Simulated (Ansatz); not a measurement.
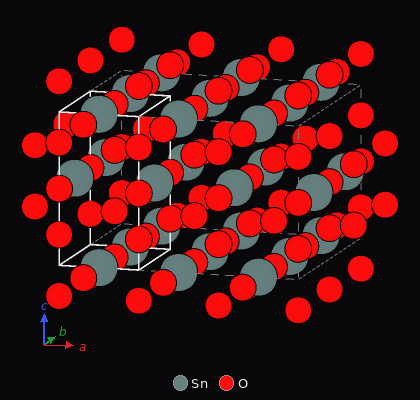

SnO3, space group Immm (No. 71), a = 3.275 Å, b = 4.291 Å, c = 6.161 Å, α = 90.00°, β = 90.00°, γ = 90.00°. Origin: the geometry relaxed with Ansatz, DFT r2SCAN, scalar-relativistic, plane waves, PAW; the starting structure was generated, so it need not be a known form of this composition. Forms under 0.4 % of the area are left out.

**What shape follows from the Bravais–Friedel–Donnay–Harker rule?**

The forms computed, by share of the surface:

| form | faces | d (Å) | share of area (%) |
| --- | --- | --- | --- |
| {011} | 4 | 3.521 | 47.6 |
| {101} | 4 | 2.892 | 29.8 |
| {002} | 2 | 3.080 | 12.1 |
| {110} | 4 | 2.604 | 10.6 |

The crystal is roughly equant (blocky). Widths along a, b and c stand as 1.00 : 0.88 : 0.83.

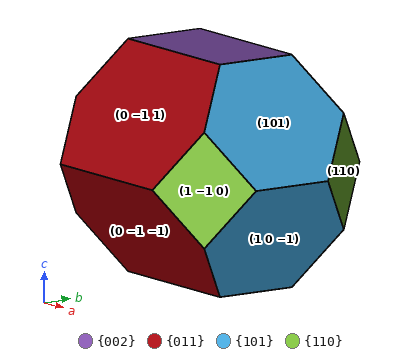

The computed shape, faces indexed. The rule is geometric and ignores bonding and growth conditions.
